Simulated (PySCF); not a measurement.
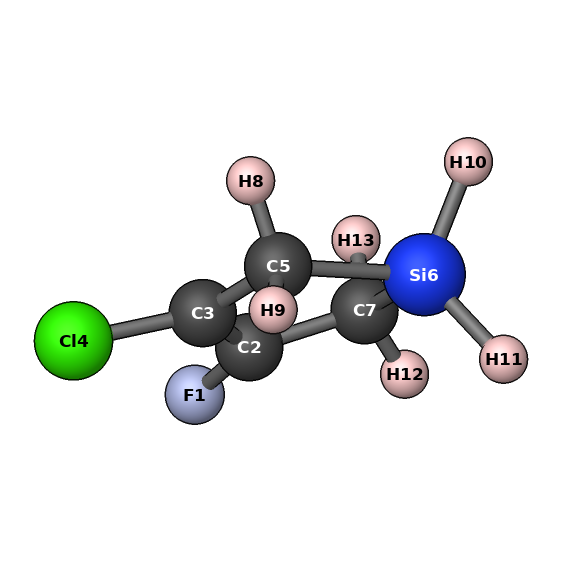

Geometry: a frame of a GFN2-xTB molecular-dynamics simulation, not a minimum. Properties computed with GIAO PBE0/pcSseg-1 NMR shielding, non-relativistic, gas phase (PySCF 2.14.0). Principal shieldings σ11 ≤ σ22 ≤ σ33, span Ω = σ33 − σ11, skew κ = 3(σiso − σ22)/Ω.

Give the shielding tensors of the Cl atoms.

```
atom    σ11    σ22    σ33   σiso      Ω      κ
 Cl4  573.9  821.7  917.4  771.0  343.4  −0.44
```

Shieldings and span in ppm.
